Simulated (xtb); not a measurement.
**Geometry relaxation, with input and output: CH₆NSi (charge −1) (part 2 of 2)**

The same run, continued: CH₆NSi, charge −1; GFN2-xTB (xtb 6.7.1). The geometry comes from this level: GFN2-xTB.

Geometry of the input (Å):
```
C  -0.7127  0.9200  -0.8118
N  -0.5099  0.3916  0.4877
Si 0.5787  -0.7932  0.8391
H  0.1850  1.4024  -1.2605
H  -1.4956  1.6999  -0.7743
H  -1.0525  0.1761  -1.5674
H  2.0621  -0.5778  0.5745
H  0.4512  -2.1717  0.2089
H  0.4938  -1.0475  2.3037
```

### The program's output, continued
```
 ---------------------------
C1-N2=1.4173         C1-H4=1.1135         C1-H5=1.1058         C1-H6=1.1134         N2-C1=1.4173         N2-Si3=1.6470
Si3-N2=1.6470        Si3-H7=1.5221        Si3-H8=1.5210        Si3-H9=1.4889        H4-C1=1.1135         H5-C1=1.1058
H6-C1=1.1134         H7-Si3=1.5221        H8-Si3=1.5210        H9-Si3=1.4889
 C  H  Rav=1.1109 sigma=0.0036  Rmin=1.1058  Rmax=1.1135     3
 N  C  Rav=1.4173 sigma=0.0000  Rmin=1.4173  Rmax=1.4173     1
 Si H  Rav=1.5107 sigma=0.0154  Rmin=1.4889  Rmax=1.5221     3
 Si N  Rav=1.6470 sigma=0.0000  Rmin=1.6470  Rmax=1.6470     1

 selected bond angles (degree)
 --------------------
H4-C1-N2=114.56                H5-C1-N2=109.46                H5-C1-H4=106.19                H6-C1-N2=114.63
H6-C1-H4=105.19                H6-C1-H5=106.15                Si3-N2-C1=123.94               H7-Si3-N2=120.35
H8-Si3-N2=120.54               H8-Si3-H7= 97.93               H9-Si3-N2=107.16               H9-Si3-H7=104.52
H9-Si3-H8=104.36

 selected dihedral angles (degree)
 ---------------------------------
Si3-N2-C1-H4=299.12           Si3-N2-C1-H5=180.00           Si3-N2-C1-H6= 60.89           H7-Si3-N2-C1= 60.29
H8-Si3-N2-C1=298.21           H9-Si3-N2-C1=179.29
           -------------------------------------------------
          |                Final Singlepoint                |
           -------------------------------------------------

          ...................................................
          :                      SETUP                      :
          :.................................................:
          :  # basis functions                  24          :
          :  # atomic orbitals                  23          :
          :  # shells                           13          :
          :  # electrons                        20          :
          :  max. iterations                   250          :
          :  Hamiltonian                  GFN2-xTB          :
          :  restarted?                      false          :
          :  GBSA solvation                  false          :
          :  PC potential                    false          :
          :  electronic temp.          300.0000000     K    :
          :  accuracy                    1.0000000          :
          :  -> integral cutoff          0.2500000E+02      :
          :  -> integral neglect         0.1000000E-07      :
          :  -> SCF convergence          0.1000000E-05 Eh   :
          :  -> wf. convergence          0.1000000E-03 e    :
          :  Broyden damping             0.4000000          :
          :  net charge                         -1          :
          :  unpaired electrons                  0          :
          ...................................................

 iter      E             dE          RMSdq      gap      omega  full diag
   1    -10.1345275 -0.101345E+02  0.430E-06    5.26       0.0  T
   2    -10.1345275 -0.177636E-14  0.235E-06    5.26   14168.5  T
   3    -10.1345275  0.000000E+00  0.247E-06    5.26   13489.4  T

   *** convergence criteria satisfied after 3 iterations ***

         #    Occupation            Energy/Eh            Energy/eV
      -------------------------------------------------------------
         1        2.0000           -0.4559794             -12.4078
       ...           ...                  ...                  ...
         4        2.0000           -0.2984120              -8.1202
         5        2.0000           -0.2969106              -8.0793
         6        2.0000           -0.2266688              -6.1680
         7        2.0000           -0.2042331              -5.5575
         8        2.0000           -0.1981164              -5.3910
         9        2.0000           -0.1243311              -3.3832
        10        2.0000           -0.1060619              -2.8861 (HOMO)
        11                          0.0872063               2.3730 (LUMO)
        12                          0.0949191               2.5829
        13                          0.0999855               2.7207
        14                          0.1984228               5.3994
        15                          0.2105671               5.7298
       ...                                ...                  ...
        23                          0.9630930              26.2071
      -------------------------------------------------------------
                  HL-Gap            0.1932682 Eh            5.2591 eV
             Fermi-level           -0.0094278 Eh           -0.2565 eV

 SCC (total)                   0 d,  0 h,  0 min,  0.001 sec
 SCC setup                      ...        0 min,  0.000 sec (  2.186%)
 Dispersion                     ...        0 min,  0.000 sec (  0.881%)
 classical contributions        ...        0 min,  0.000 sec (  0.394%)
 integral evaluation            ...        0 min,  0.000 sec ( 24.673%)
 iterations                     ...        0 min,  0.000 sec ( 20.139%)
 molecular gradient             ...        0 min,  0.001 sec ( 48.720%)
 printout                       ...        0 min,  0.000 sec (  2.645%)

         :::::::::::::::::::::::::::::::::::::::::::::::::::::
         ::                     SUMMARY                     ::
         :::::::::::::::::::::::::::::::::::::::::::::::::::::
         :: total energy             -10.029174775825 Eh    ::
         :: gradient norm              0.000572474417 Eh/a0 ::
         :: HOMO-LUMO gap              5.259096752105 eV    ::
         ::.................................................::
         :: SCC energy               -10.134526004789 Eh    ::
         :: -> isotropic ES            0.141571475002 Eh    ::
         :: -> anisotropic ES          0.017267359006 Eh    ::
         :: -> anisotropic XC          0.003212744137 Eh    ::
         :: -> dispersion             -0.006422885736 Eh    ::
         :: repulsion energy           0.105351228964 Eh    ::
         :: add. restraining           0.000000000000 Eh    ::
         :: total charge              -1.000000000000 e     ::
         :::::::::::::::::::::::::::::::::::::::::::::::::::::

           -------------------------------------------------
          |                Property Printout                |
           -------------------------------------------------

    * Orbital Energies and Occupations

         #    Occupation            Energy/Eh            Energy/eV
      -------------------------------------------------------------
         1        2.0000           -0.4559794             -12.4078
         2        2.0000           -0.4060317             -11.0487
         3        2.0000           -0.3272303              -8.9044
         4        2.0000           -0.2984120              -8.1202
         5        2.0000           -0.2969106              -8.0793
         6        2.0000           -0.2266688              -6.1680
         7        2.0000           -0.2042331              -5.5575
         8        2.0000           -0.1981164              -5.3910
         9        2.0000           -0.1243311              -3.3832
        10        2.0000           -0.1060619              -2.8861 (HOMO)
        11                          0.0872063               2.3730 (LUMO)
        12                          0.0949191               2.5829
        13                          0.0999855               2.7207
        14                          0.1984228               5.3994
        15                          0.2105671               5.7298
        16                          0.3298030               8.9744
        17                          0.3648683               9.9286
        18                          0.3751277              10.2077
        19                          0.4098058              11.1514
        20                          0.5968147              16.2402
        21                          0.8612586              23.4360
       ...                                ...                  ...
        23                          0.9630930              26.2071
      -------------------------------------------------------------
                  HL-Gap            0.1932682 Eh            5.2591 eV
             Fermi-level           -0.0094278 Eh           -0.2565 eV

     #   Z          covCN         q      C6AA      α(0)
     1   6 C        3.742     0.051    19.797     6.348
     2   7 N        1.730    -0.510    34.608     8.704
     3  14 Si       3.593     0.391   100.944    19.303
     4   1 H        0.921    -0.063     4.424     3.289
     5   1 H        0.922    -0.041     3.873     3.078
     6   1 H        0.921    -0.063     4.430     3.292
     7   1 H        0.896    -0.252    15.786     6.217
     8   1 H        0.896    -0.252    15.697     6.200
     9   1 H        0.910    -0.261    16.756     6.403

 Mol. C6AA /au·bohr⁶  :       1469.652049
 Mol. C8AA /au·bohr⁸  :      39278.854001
 Mol. α(0) /au        :         62.833731

Wiberg/Mayer (AO) data.
largest (>0.10) Wiberg bond orders for each atom

 ---------------------------------------------------------------------------
     #   Z sym  total        # sym  WBO       # sym  WBO       # sym  WBO
 ---------------------------------------------------------------------------
     1   6 C    3.992 --     2 N    1.096     5 H    0.974     4 H    0.969
                             6 H    0.969
     2   7 N    2.945 --     3 Si   1.707     1 C    1.096
     3  14 Si   4.236 --     2 N    1.707     8 H    0.837     7 H    0.837
                             9 H    0.837
     4   1 H    0.996 --     1 C    0.969
     5   1 H    0.998 --     1 C    0.974
     6   1 H    0.996 --     1 C    0.969
     7   1 H    0.936 --     3 Si   0.837
     8   1 H    0.937 --     3 Si   0.837
     9   1 H    0.932 --     3 Si   0.837
 ---------------------------------------------------------------------------

Topologies differ in total number of bonds
Writing topology from bond orders to xtbtopo.mol

molecular dipole:
                 x           y           z       tot (Debye)
 q only:       -0.371       0.630      -1.039
   full:       -0.102       0.442      -1.382       3.697
molecular quadrupole (traceless):
                xx          xy          yy          xz          yz          zz
 q only:        0.901       3.590      -0.504      -2.195       3.286      -0.397
  q+dip:        1.191       2.976       0.111      -1.481       2.752      -1.302
   full:        0.299       3.866      -0.524      -1.079       1.993       0.225

           -------------------------------------------------
          |                Geometry Summary                 |
           -------------------------------------------------

      molecular mass/u    :       60.1505823
   center of mass at/Å    :        0.0199358      -0.1041597       0.3346235
  moments of inertia/u·Å² :        0.1413505E+02   0.9251109E+02   0.9818126E+02
rotational constants/cm⁻¹ :        0.1192613E+01   0.1822228E+00   0.1716991E+00

 * 8 selected distances

     #   Z          #   Z                                           value/Å
     1   6 C        2   7 N                                       1.4173201
     2   7 N        3  14 Si                                      1.6469601 (max)
     1   6 C        4   1 H                                       1.1134853
     1   6 C        5   1 H                                       1.1057814 (min)
     1   6 C        6   1 H                                       1.1134358
     3  14 Si       7   1 H                                       1.5221274
     3  14 Si       8   1 H                                       1.5209898
     3  14 Si       9   1 H                                       1.4889447

 * 4 distinct bonds (by element types)

   Z      Z             #   av. dist./Å        max./Å        min./Å
   1 H    6 C           3     1.1109008     1.1134853     1.1057814
   6 C    7 N           1     1.4173201     1.4173201     1.4173201
   1 H   14 Si          3     1.5106873     1.5221274     1.4889447
   7 N   14 Si          1     1.6469601     1.6469601     1.6469601

optimized geometry written to: xtbopt.xyz

           -------------------------------------------------
          | TOTAL ENERGY              -10.029174775825 Eh   |
          | GRADIENT NORM               0.000572474417 Eh/α |
          | HOMO-LUMO GAP               5.259096752105 eV   |
           -------------------------------------------------

------------------------------------------------------------------------
------------------------------------------------------------------------
 total:
 *  cpu-time:     0 d,  0 h,  0 min,  0.012 sec
 * ratio c/w:     1.000 speedup
 SCF:
 *  cpu-time:     0 d,  0 h,  0 min,  0.003 sec
 * ratio c/w:     1.000 speedup
 ANC optimizer:
 *  cpu-time:     0 d,  0 h,  0 min,  0.004 sec
 * ratio c/w:     1.000 speedup
```

### File xtbopt.xyz
```
9
 energy: -10.029174775825 gnorm: 0.000572474417 xtb: 6.7.1
C           -0.71267000000000        0.91997000000000       -0.81179000000000
N           -0.50993000000000        0.39165000000000        0.48766000000000
Si           0.57867000000000       -0.79322000000000        0.83910000000000
H            0.18497000000000        1.40245000000000       -1.26046000000000
H           -1.49562000000000        1.69993000000000       -0.77432000000000
H           -1.05245000000000        0.17608000000000       -1.56738000000000
H            2.06206000000000       -0.57776000000000        0.57452000000000
H            0.45119000000000       -2.17165000000000        0.20895000000000
H            0.49378000000000       -1.04746000000000        2.30372000000000
```

### Standard error
```
normal termination of xtb
```

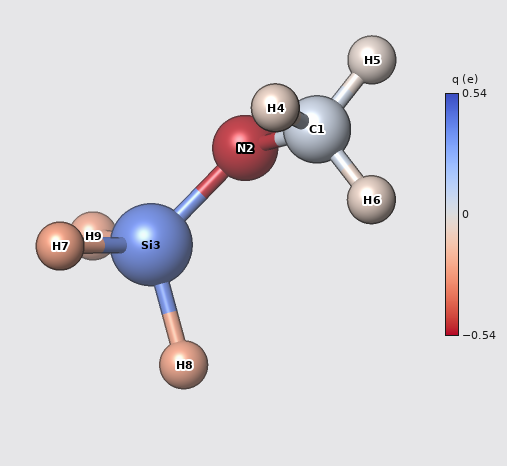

Fig. 1: Mulliken charges, as the colour of each atom (ball-and-stick view, seen at a tilt; atoms are numbered from 1 in the order of the input). By element: C +0.05, N −0.51, Si +0.39 and H −0.26 to −0.04 e.

### Summary

- outcome: converged
- electrons treated: 20
- total energy: −10.029175 hartree
- dispersion energy: −0.006423 hartree
- basis functions: 24
- HOMO: −2.89 eV
- LUMO: 2.37 eV
- hardware: 1 thread of Intel Xeon (Granite Rapids), 64 GiB of memory available, shared host
- peak memory: 0.074 GiB
